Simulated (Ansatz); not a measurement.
TiRh (space group P4/mmm)

```
TiRh
1.0
    5.78864     0.00000     0.00000
    2.89432     2.89432     0.00000
    0.00000     0.00000     3.35624
Ti Rh
2 2
Direct
  0.00000   0.50000   0.50000
  0.50000   0.50000   0.50000
  0.00000   0.00000   0.00000
  0.50000   0.00000   0.00000
```

The atoms are displaced by Q × the pattern below (from a DFPT mode at M = (0.5, 0.5, 0.0), largest move 1; Q in Å), at fixed cell. It is one choice among 2 degenerate patterns. (q is in reciprocal vectors of the primitive cell; the cell shown is doubled to hold the pattern.)

```json
[
 {"atom": "Ti1", "x": "0.565", "y": "0.000", "z": "0.000"},
 {"atom": "Ti2", "x": "-0.565", "y": "0.000", "z": "0.000"},
 {"atom": "Rh3", "x": "0.000", "y": "1.000", "z": "0.000"},
 {"atom": "Rh4", "x": "0.000", "y": "-1.000", "z": "0.000"}
]
```

Computed with LDA (plane waves to 420 eV, PAW, scalar-relativistic; Ansatz, an electronic-structure program). k mesh 16×16×14 (Γ-centred), Fermi-Dirac smearing 0.05 eV. The energy includes the smearing's −TS. With partly filled bands, energies and forces of such displacements shift with the k mesh and the smearing. TiRh is run without spin polarisation. TiRh was relaxed with its symmetry unable to fall. ΔE is measured from the undisplaced structure.

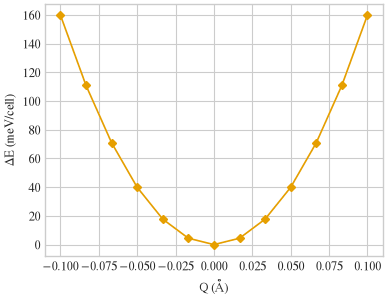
Figure: ΔE (meV/cell) against Q (Å); computed points joined by lines.

The energy at Q = 0.100 Å is 160 meV/cell. Space group of the distorted cell: Cmmm (No. 65), lowered from P4/mmm. Harmonic wavenumber from the curvature (finite differences): 192 cm⁻¹. Symmetry of the curve: even: the same for both signs. Wavenumber by perturbation theory (DFPT, on another k mesh): 192 cm⁻¹.

E″ = 31.94 eV/Å², M = Σ mᵢ|uᵢ|² = 236.4 u, ν̃ = 521.5·√(|E″|/M).

(A displaced cell: forces are minus the slopes of the energy, force constants its curvatures, and phonons follow from these.)
